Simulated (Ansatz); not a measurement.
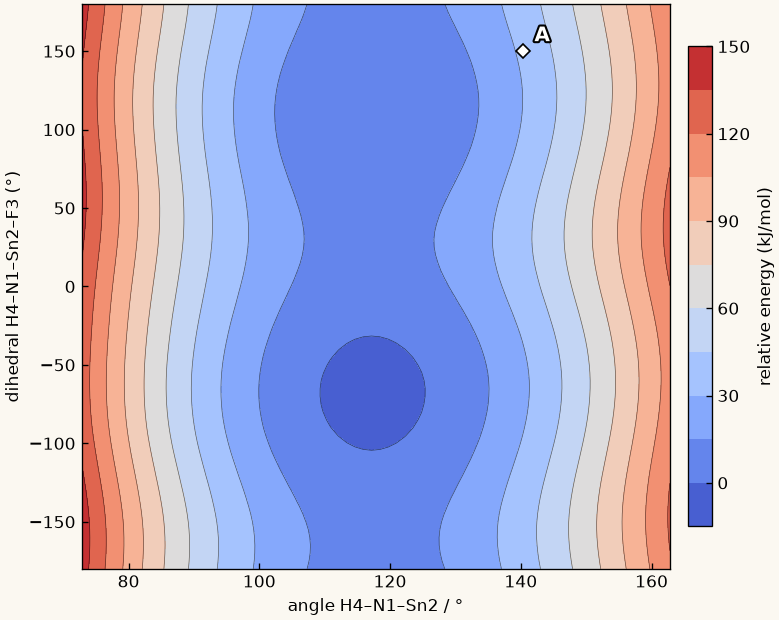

FH₄NSn, SMILES [NH2][SnH2][F]. 
- First axis: angle H4–N1–Sn2. Second axis: dihedral H4–N1–Sn2–F3.
- Nothing is relaxed (all other coordinates rigid).
- The scan uses a 13 × 12 grid.
- Points are written as (first, second).
- All energies are given in kJ/mol relative to the relaxed molecule at the same level.
- Computed with RKS PBE0-D4/def2-TZVP (Ansatz 0.2.0).

Drawn: filled contours, the point A. Between grid points the surface is interpolated.

**Which way does the force act at A, and how strong is it?**

A, at (140.3°, 150°), is not a stationary point. The computed force is 2.5 kJ/mol for each degree towards smaller values of angle H4–N1–Sn2 and 0.16 kJ/mol for each degree towards smaller values of dihedral H4–N1–Sn2–F3.
